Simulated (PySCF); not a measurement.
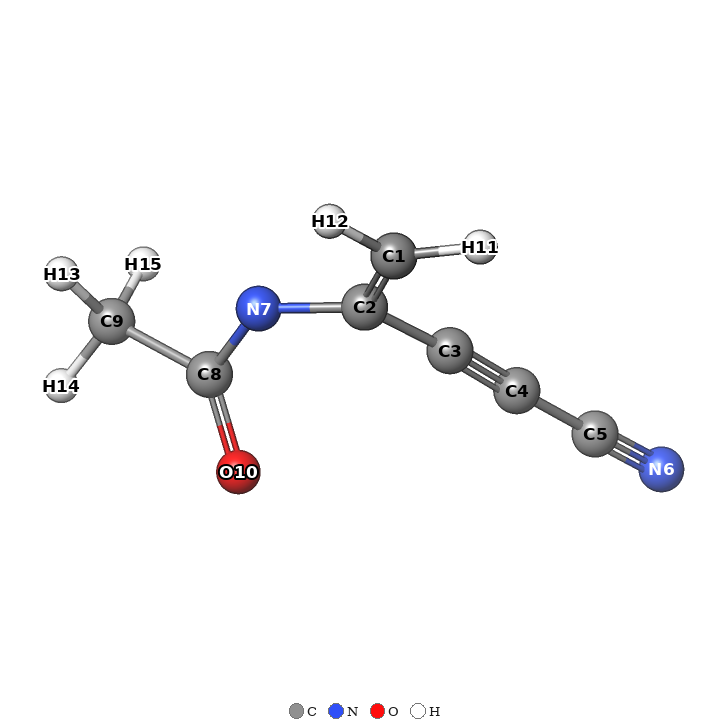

The species is neutral and a spin doublet. Computed geometry: GFN2-xTB optimisation. No frequency run is at hand to confirm it as a minimum. Computed with UKS B3LYP, pcH-1 on C H N O, non-relativistic (PySCF 2.14.0). Fermi-contact and spin-dipolar terms alone, no spin-orbit part.

Which nucleus has the largest dipolar (anisotropic) hyperfine coupling?

Answer. 13C at C1: principal values −50.3, −49.2, 99.5 MHz.

List the isotropic and dipolar parts for the most strongly coupled nuclei, one of each equivalent set.

| atom | isotope | a_iso (MHz) | dipolar part (MHz) |
| --- | --- | --- | --- |
| C1 | 13C | 51.5 | −50.3, −49.2, 99.5 |
| O10 | 17O | −10.7 | −54.3, 24.0, 30.3 |
| N7 | 14N | 22.4 | −24.2, −23.4, 47.6 |
| H11 | 1H | −41.3 | −24.2, −1.5, 25.8 |
| C2 | 13C | −43.0 | −25.7, 9.7, 16.1 |
| H12 | 1H | −39.9 | −20.9, −2.6, 23.5 |
| C8 | 13C | −17.9 | −9.9, 1.7, 8.2 |
| C4 | 13C | −5.4 | −7.0, 1.8, 5.2 |
